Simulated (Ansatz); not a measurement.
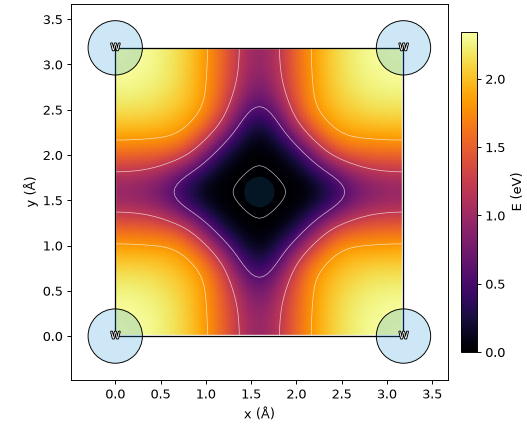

N on a W(100) slab cut from the Im-3m phase, its upper half relaxed before the scan (16 atoms of substrate and one adsorbate in a 2 × 2 cell). 
- N is moved over the surface cell; relaxed at each place: the height of the adsorbate's atoms; substrate rigid; the origin of the map has the adsorbate above W13.
- Places are given modulo a cell vector. The map is drawn in real space over the plane of the surface.
- The grid has 8 × 8 points; 15 points were computed and 49 follow by symmetry.
- Places are given in fractions of the 1 × 1 surface cell.
- Energies: eV, counted from the lowest grid point.
- The calculation used DFT PBE, scalar-relativistic, plane waves, PAW (Ansatz 0.2.0). Settings: cutoff 420 eV, k-mesh 4×4×1, gaussian smearing 0.1 eV, no spin polarisation.

In the figure: a smooth colour map with a few white contour lines, labelled circles for the atoms of the top layer and small ones for the second layer, the outline of one cell of the plane. Between grid points the surface is interpolated.

The lowest grid point is at a fourfold hollow over a second-layer W atom, (4/8, 4/8) of the cell vectors. No other kind of well shows on this grid. The highest grid point, the top site over a surface W atom, (0/8, 0/8) of the cell vectors, lies 2.34 eV above the lowest. On the interpolated surface the easiest way out of the lowest well to its copy in the next cell or period passes a barrier of about 0.98 eV. At the lowest point the adsorbate has 1 W at 2.07 Å as nearest neighbours, at the highest 1 W at 1.75 Å. Its relaxed height above the top atom is 0.68 Å at the lowest and 1.75 Å at the highest point.

N is replaced by F; all else is set up alike. The runs have no spin polarisation; a magnetic state may lie lower.

> How does the landscape change?

The minimum (interpolated where it lies between grid points) moves from a fourfold hollow over a second-layer W atom, (4/8, 4/8) of the cell vectors to the top site over a surface W atom, (0/8, 0/8) of the cell vectors. The highest place moves from the top site over a surface W atom, (0/8, 0/8) of the cell vectors to a fourfold hollow over a second-layer W atom, (4/8, 4/8) of the cell vectors. The span from the lowest to the highest grid point shrinks from 2.34 to 1.19 eV. The easiest pass out of the lowest well goes from about 0.98 to about 0.16 eV on the interpolated surfaces. Higher wells of the new map: a bridge site between two W atoms, (0/8, 4/8) of the cell vectors, 0.14 eV up (that grid point lay 0.98 eV up before). In the new map: at the lowest point the adsorbate has 1 W at 1.91 Å as nearest neighbours, at the highest 4 W at 2.69 Å. Its relaxed height above the top atom is 1.91 Å at the lowest and 1.47 Å at the highest point.

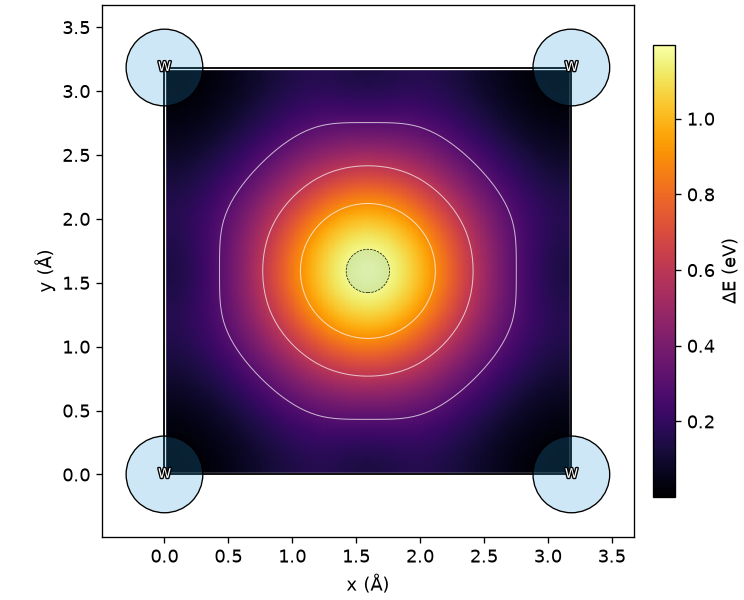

The map after the change, on a colour scale of its own. Drawn: a smooth colour map with a few white contour lines, labelled circles for the atoms of the top layer and small ones for the second layer, the outline of one cell of the plane. Between grid points the surface is interpolated.

PAW datasets: the set soft_1.
